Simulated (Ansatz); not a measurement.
```json
{"atom": "Al", "x (Å)": "0.0208", "y (Å)": "0.6222", "z (Å)": "-0.5706"}
{"atom": "Cl", "x (Å)": "0.0188", "y (Å)": "0.1950", "z (Å)": "2.8301"}
{"atom": "N", "x (Å)": "1.5917", "y (Å)": "-0.0529", "z (Å)": "-1.0005"}
{"atom": "H", "x (Å)": "1.7577", "y (Å)": "-0.8797", "z (Å)": "-1.5640"}
{"atom": "H", "x (Å)": "2.4779", "y (Å)": "0.3394", "z (Å)": "-0.6911"}
{"atom": "N", "x (Å)": "-1.5635", "y (Å)": "-0.0124", "z (Å)": "-1.0138"}
{"atom": "H", "x (Å)": "-1.7780", "y (Å)": "-0.9426", "z (Å)": "-1.3584"}
{"atom": "H", "x (Å)": "-2.4179", "y (Å)": "0.5369", "z (Å)": "-0.9378"}
{"atom": "F", "x (Å)": "0.0382", "y (Å)": "2.1067", "z (Å)": "0.2353"}
{"atom": "H", "x (Å)": "0.0100", "y (Å)": "1.3832", "z (Å)": "2.2214"}
```

Not at a stationary point (largest force 1.1 eV/Å).

All numbers below come from RKS B3LYP-D4/def2-SVP in Ansatz 0.2.0.

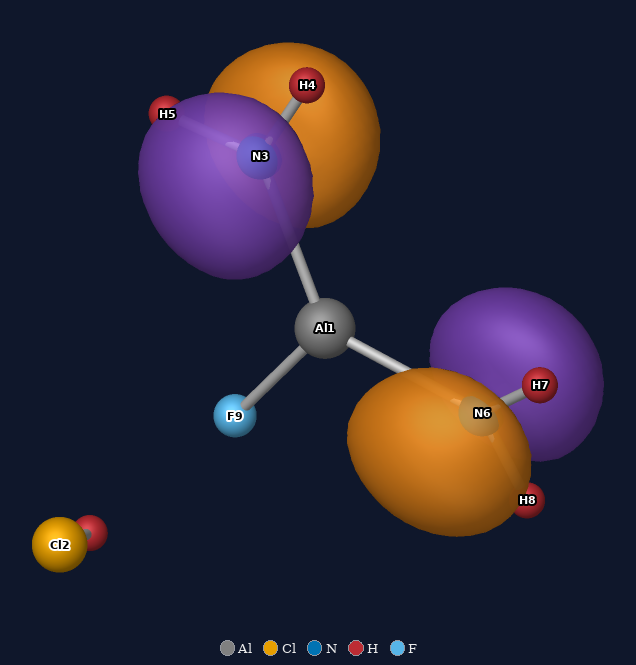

AlFH4N2···HCl. The HOMO at ±0.15 Å⁻³ᐟ² (orange and purple are the two phases), seen at a tilt.

> Where does this orbital lie, and at what energy?

It lies mainly on N3 (about 40 %) and N6 (about 40 %); largely a combination of lone pairs on N3 and N6. Its energy is −6.61 eV.
